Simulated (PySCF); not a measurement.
## NMR shielding calculation of C₅H₁₂B₂O₂

The run: NMR shielding calculation of C₅H₁₂B₂O₂. Method and program: GIAO PBE0/pcSseg-1 NMR shielding, non-relativistic, gas phase (PySCF 2.14.0).

The geometry comes from this level: GFN2-xTB. It belongs to a series of runs on one base structure; here: constitutional isomer. Figures and captions count atoms from 1; the log counts them from 0 in places.

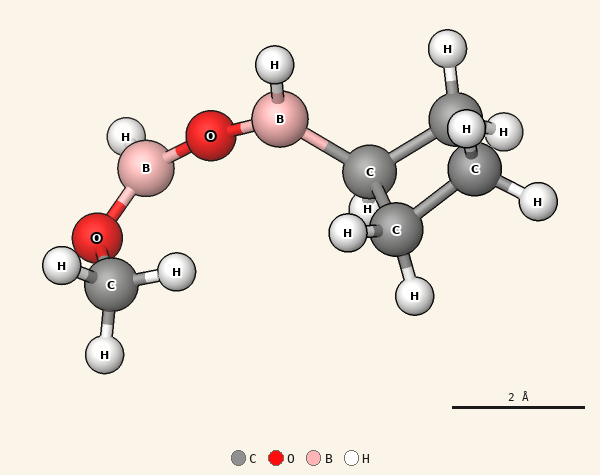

*The structure as given in the input (ball-and-stick view, seen at a tilt).*

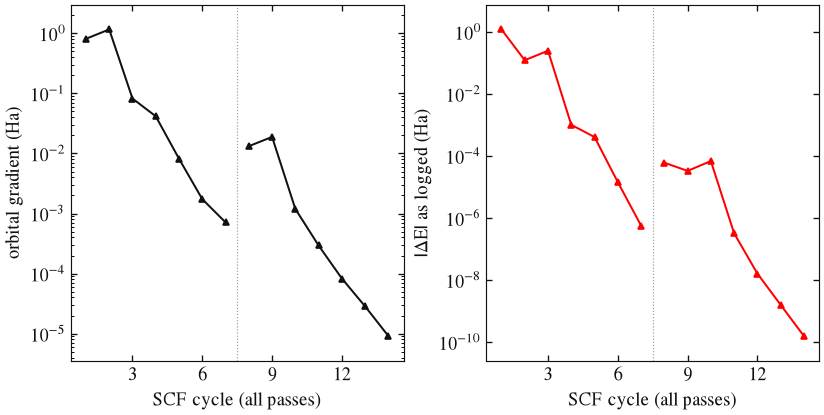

*Convergence of the self-consistent field: orbital gradient and size of the energy change against the SCF cycle. The dotted line marks the change from a coarse to the final integration grid.*

The first 7 cycles use a coarse grid, the final grid takes over at cycle 8, and the field converges after 14 cycles in all.

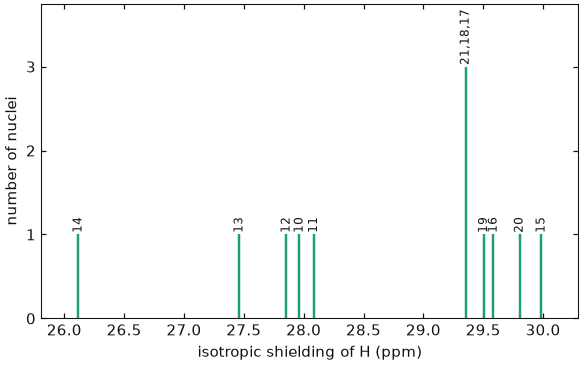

*Isotropic shieldings of the hydrogen nuclei in this fixed geometry, labelled by atom number; shielding grows to the right, so chemical shift grows to the left.*

The least shielded is H14 (26.1 ppm), the most shielded H15 (30.0 ppm).

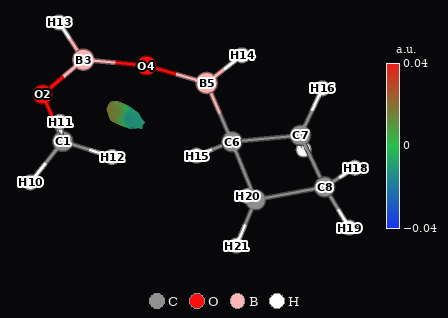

*Non-covalent interaction (NCI) plot: the surface where the reduced density gradient is 0.5, for densities under 0.05 a.u., coloured by sign(λ₂)ρ; seen at a tilt.*

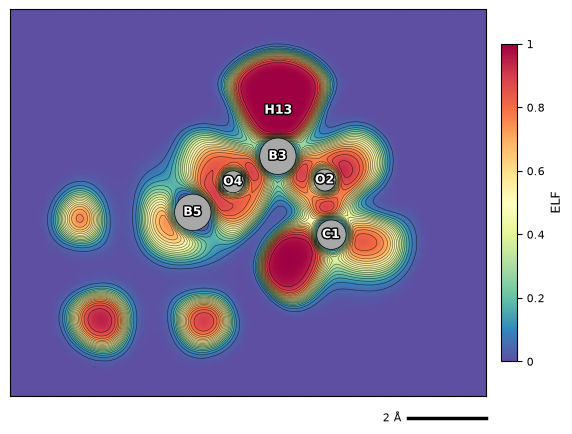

*Electron localisation function on the plane of atoms O2, B3 and H13. Grey discs, where drawn, cover atomic cores.*

The section cuts through C, O, B and H sites. B–O (1.31 Å): the ELF peaks at about 0.90 between the atoms (a shared but strongly polarised pair). C–O (1.41 Å): the ELF peaks at about 0.90 between the atoms, which marks a polar covalent bond.

These pictures come from the run below.

The input
```
{"job": {"kind": "nmr", "xc": "PBE0", "basis": "pcSseg-1"}, "charge": 0, "multiplicity": 1}
C      2.555809     1.963610     0.529689
O      2.964928     0.975457     1.448070
B      2.141645     0.023994     1.940521
O      0.859741    -0.063502     1.627327
B     -0.325845    -0.124611     1.083530
C     -0.553431    -0.895715    -0.299459
C     -1.888959    -1.660751    -0.455416
C     -2.373695    -0.620550    -1.473863
C     -0.986601     0.033858    -1.465395
H      3.345090     2.077795    -0.215899
H      2.421587     2.913047     1.055172
H      1.619681     1.696005     0.032586
H      2.631982    -0.730589     2.695715
H     -1.228206     0.419462     1.621030
H      0.314785    -1.506186    -0.558552
H     -2.486580    -1.734034     0.451037
H     -1.768787    -2.657365    -0.875990
H     -3.155451     0.029240    -1.086214
H     -2.695206    -1.019076    -2.434789
H     -0.981761     1.099627    -1.239449
H     -0.419647    -0.130217    -2.380121
```

The first line tells a small driver script what to run in PySCF; the rest is the geometry in Å.

Launch command:
```bash
OMP_NUM_THREADS=1 python <driver script> task.json out
```

What the program printed
```
coarse grid: 17216 points
cycle   1  E = -397.2746137348  dE =  1.202e+00  |g| = 8.108e-01  |ddm| = 3.949e+00
cycle   2  E = -397.1525616277  dE =  1.221e-01  |g| = 1.161e+00  |ddm| = 1.357e+00
cycle   3  E = -397.3995681211  dE = -2.470e-01  |g| = 8.218e-02  |ddm| = 8.398e-01
cycle   4  E = -397.4005787173  dE = -1.011e-03  |g| = 4.158e-02  |ddm| = 8.801e-02
cycle   5  E = -397.4009864485  dE = -4.077e-04  |g| = 8.168e-03  |ddm| = 4.069e-02
cycle   6  E = -397.4010008353  dE = -1.439e-05  |g| = 1.735e-03  |ddm| = 7.985e-03
cycle   7  E = -397.4010014038  dE = -5.686e-07  |g| = 7.131e-04  |ddm| = 1.724e-03
final grid: 165336 points
cycle   8  E = -397.4752733240  dE = -6.074e-05  |g| = 1.321e-02  |ddm| = 3.308e-02
cycle   9  E = -397.4752403140  dE =  3.301e-05  |g| = 1.885e-02  |ddm| = 2.034e-02
cycle  10  E = -397.4753088545  dE = -6.854e-05  |g| = 1.192e-03  |ddm| = 1.215e-02
cycle  11  E = -397.4753091759  dE = -3.214e-07  |g| = 2.937e-04  |ddm| = 1.239e-03
cycle  12  E = -397.4753091921  dE = -1.617e-08  |g| = 8.283e-05  |ddm| = 2.666e-04
cycle  13  E = -397.4753091936  dE = -1.583e-09  |g| = 2.845e-05  |ddm| = 9.091e-05
cycle  14  E = -397.4753091938  dE = -1.562e-10  |g| = 9.123e-06  |ddm| = 2.156e-05
converged SCF energy = -397.4753091938

GIAO shielding tensors (ppm)
atom      isotropic    diamagn.    paramagn.     s11        s22        s33       span
  0 C      135.375     250.568    -115.193    105.466    119.223    181.436     75.970
  1 O      226.913     390.922    -164.008    100.760    233.749    346.230    245.470
  2 B       80.667     197.211    -116.544     64.788     80.112     97.102     32.314
  3 O       82.423     391.979    -309.556      1.856     89.133    156.280    154.424
  4 B       57.111     196.126    -139.015     10.832     62.683     97.817     86.985
  5 C      158.757     250.800     -92.042    150.362    159.050    166.859     16.497
  6 C      166.290     250.210     -83.919    156.668    158.012    184.191     27.523
  7 C      166.218     253.092     -86.873    150.858    164.018    183.779     32.921
  8 C      167.455     247.210     -79.755    154.542    159.180    188.644     34.102
  9 H       27.965      29.679      -1.714     24.289     26.046     33.559      9.270
 10 H       28.085      29.369      -1.284     24.370     25.789     34.095      9.725
 11 H       27.856      35.023      -7.167     22.970     29.052     31.545      8.575
 12 H       27.462      29.246      -1.784     24.243     27.024     31.120      6.877
 13 H       26.118      31.548      -5.431     24.507     25.333     28.514      4.007
 14 H       29.986      34.705      -4.719     26.509     29.458     33.991      7.482
 15 H       29.586      30.467      -0.881     26.685     27.072     35.001      8.316
 16 H       29.363      30.349      -0.986     26.336     27.080     34.672      8.336
 17 H       29.352      30.329      -0.977     26.727     26.964     34.365      7.638
 18 H       29.504      29.317       0.188     26.269     26.511     35.733      9.464
 19 H       29.803      32.216      -2.413     26.484     28.346     34.578      8.094
 20 H       29.341      31.647      -2.306     26.035     27.616     34.372      8.336
```

Key numbers

- outcome: converged
- total energy: −397.475309 hartree
- HOMO: −7.65 eV
- LUMO: −0.24 eV
- dipole moment: 1.77 D
- isotropic shielding, C: 135.4 to 167.5 ppm
- isotropic shielding, O: 82.4 to 226.9 ppm
- isotropic shielding, B: 57.1 to 80.7 ppm
- isotropic shielding, H: 26.1 to 30.0 ppm
- hardware: 1 CPU thread, shared host
- wall time: 44 s
- peak memory: 0.95 GiB
